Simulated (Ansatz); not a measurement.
Nd (space group P6_3/mmc, No. 194). Coordinates: the geometry relaxed with Ansatz 0.2.0, DFT PBEsol, scalar-relativistic, plane waves, PAW.

```yaml
crystal:
  lattice:
    - [3.39302, 0.00000, 0.00000]
    - [-1.69651, 2.93844, 0.00000]
    - [0.00000, 0.00000, 10.91483]
  atoms:
    - { symbol: Nd, position: [0.00000, 0.00000, 0.00000] }
    - { symbol: Nd, position: [0.00000, 0.00000, 0.50000] }
    - { symbol: Nd, position: [0.33333, 0.66667, 0.25000] }
    - { symbol: Nd, position: [0.66667, 0.33333, 0.75000] }
```

Describe the stacking along c, with columns A (0, 0), B (1/3, 2/3), C (2/3, 1/3) of the hexagonal mesh.

Nd(A) – Nd(B) – Nd(A) – Nd(C) (four layers in 10.91 Å).

As equal spheres, ABAC: a mixed close packing, (ch) in Jagodzinski's notation.

Polytype symbol 4H, Ramsdell's symbol (number of layers in the repeat and lattice).

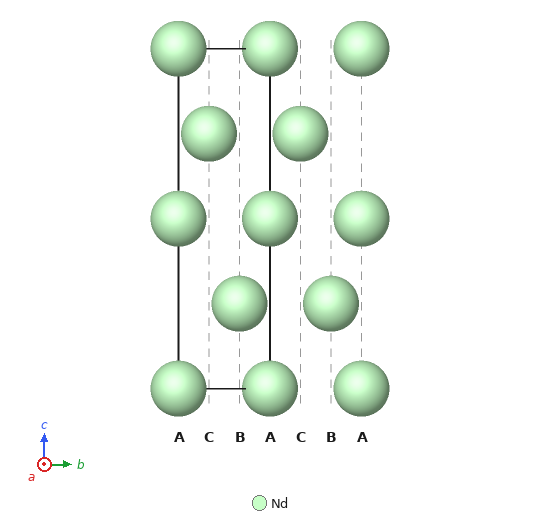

The picture looks along a close-packed row of the hexagonal mesh; c points upwards. The dashed lines mark the three columns A (0, 0), B (1/3, 2/3) and C (2/3, 1/3). The sequence starts with the first layer at or above the cell's origin.
